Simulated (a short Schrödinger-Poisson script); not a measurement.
System: gated Al0.4Ga0.6N/GaN polarisation-induced gas, at 77 K.

```
layer     material  thickness (nm)  Na (cm⁻³)
-----  -----------  --------------  ---------
1      Al0.4Ga0.6N              10          -
2              GaN            6000       1e15
```

The device is made up for the run: typed textbook-type constants, with dimensions and the other settings drawn at random. Al0.4Ga0.6N: permittivity 9.26, conduction-band edge (eV) 0.58, gap (eV) 4.258, electron mass (mₑ) 0.248, Nv at 300 K (cm⁻³) 4.6e19. GaN: permittivity 9.5, conduction-band edge (eV) 0, gap (eV) 3.43, Nv at 300 K (cm⁻³) 4.6e19.

Channel valleys (confinement mass, in-plane density-of-states mass, number): Γ 0.2, 0.2, 1. At the gate the conduction-band edge of layer 1 lies 1.36 eV − eVg above the Fermi level of the channel; the field vanishes at the back. Sheet of polarisation charge: +2e13 e/cm² at 10 nm from the gate. The barrier under the gate holds no holes. Gaps are held at their typed values at every temperature. Mesh 0.08 nm at interfaces.

From a short Schrödinger-Poisson script (our own, NumPy): 1D Poisson equation in equilibrium, electrons quantum, Hartree (BenDaniel-Duke, 40 states a valley, the channel's in-plane mass for all, wave functions free to enter the barrier), parabolic valleys, classical holes, full ionisation, no traps, pinning or gate leakage.

Only gate voltages with over 1e8 electrons/cm² are shown.

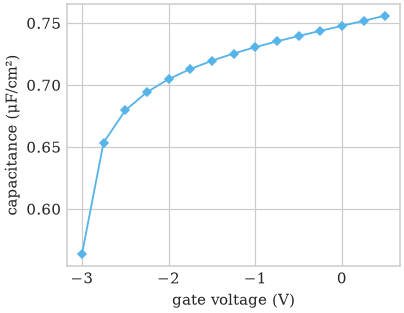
Fig. 1. Quasi-static capacitance against gate voltage

| Vg (V) | electrons (cm⁻²) | in the channel layer | C (μF/cm²) | Γ E0 (meV) | Γ E1 (meV) |
|---|---|---|---|---|---|
| 0.5 | 1.59e13 | 1.47e13 | 0.756 | -168.8 | -20.5 |
| 0.25 | 1.47e13 | 1.37e13 | 0.752 | -157.4 | -17.7 |
| 0 | 1.35e13 | 1.27e13 | 0.748 | -146.0 | -15.0 |
| -0.25 | 1.24e13 | 1.17e13 | 0.744 | -134.4 | -12.4 |
| -0.5 | 1.12e13 | 1.07e13 | 0.740 | -122.8 | -9.7 |
| -0.75 | 1.01e13 | 9.64e12 | 0.735 | -111.2 | -7.1 |
| -1 | 8.92e12 | 8.59e12 | 0.731 | -99.4 | -4.4 |
| -1.25 | 7.78e12 | 7.54e12 | 0.725 | -87.5 | -1.6 |
| -1.5 | 6.65e12 | 6.48e12 | 0.720 | -75.6 | 1.3 |
| -1.75 | 5.54e12 | 5.41e12 | 0.713 | -63.5 | 4.6 |
| -2 | 4.43e12 | 4.35e12 | 0.705 | -51.3 | 8.3 |
| -2.25 | 3.34e12 | 3.29e12 | 0.694 | -39.0 | 12.5 |
| -2.5 | 2.27e12 | 2.24e12 | 0.679 | -26.5 | 17.3 |
| -2.75 | 1.22e12 | 1.22e12 | 0.653 | -13.6 | 22.4 |
| -3 | 2.54e11 | 2.53e11 | 0.563 | 3.8 | 30.7 |

Subbands count from the Fermi level.
